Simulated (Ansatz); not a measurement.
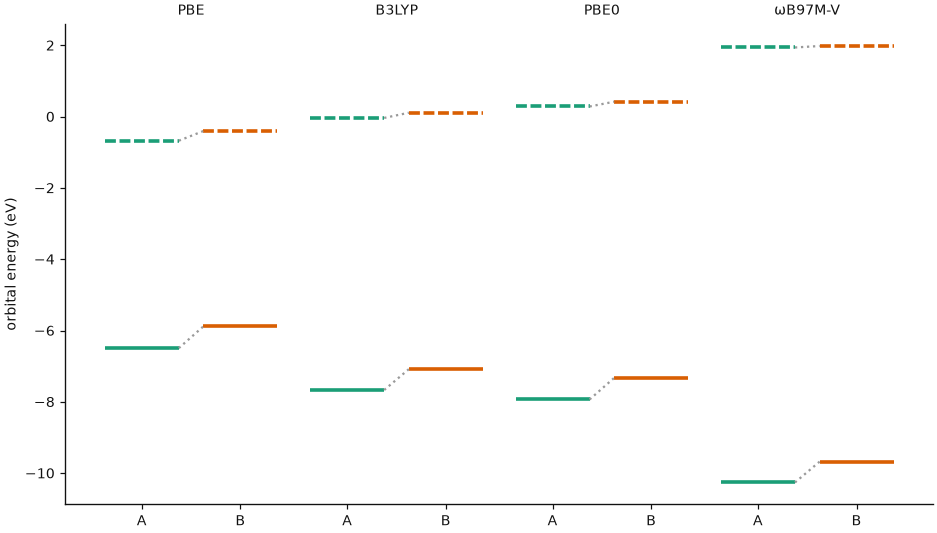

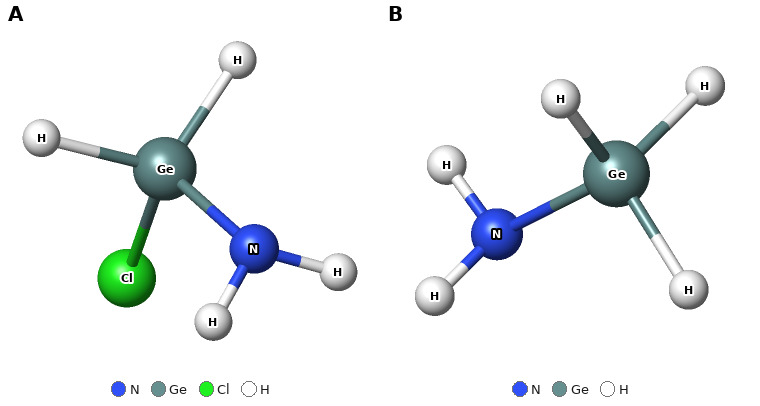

One change: A, GeNH₄Cl (SMILES [NH2][GeH2][Cl]), becomes B, GeNH₅ (SMILES [NH2][GeH3]). Cl on Ge is replaced by H. HOMO (solid) and LUMO (dashed) computed in def2-TZVPP at PBE0-D4/def2-TZVP geometries, both minima by their frequencies, gas phase, the Ansatz code 0.2.0. Empty levels above zero depend strongly on the basis.

### What does the change do to HOMO and LUMO?

PBE: the HOMO rises by 0.61 eV, the LUMO rises by 0.27 eV, and the separation goes from 5.82 to 5.48 eV. B3LYP: the HOMO rises by 0.58 eV, the LUMO rises by 0.15 eV, and the separation goes from 7.63 to 7.19 eV. PBE0: the HOMO rises by 0.61 eV, the LUMO rises by 0.13 eV, and the separation goes from 8.22 to 7.75 eV. ωB97M-V: the HOMO rises by 0.58 eV, the LUMO rises by 0.04 eV, and the separation goes from 12.20 to 11.66 eV.

### Do the functionals agree on the effect?

They agree on the direction for both levels; the HOMO shift lies between 0.58 and 0.61 eV and the LUMO shift between 0.04 and 0.27 eV, while the separations themselves differ by up to 6.4 eV between functionals.
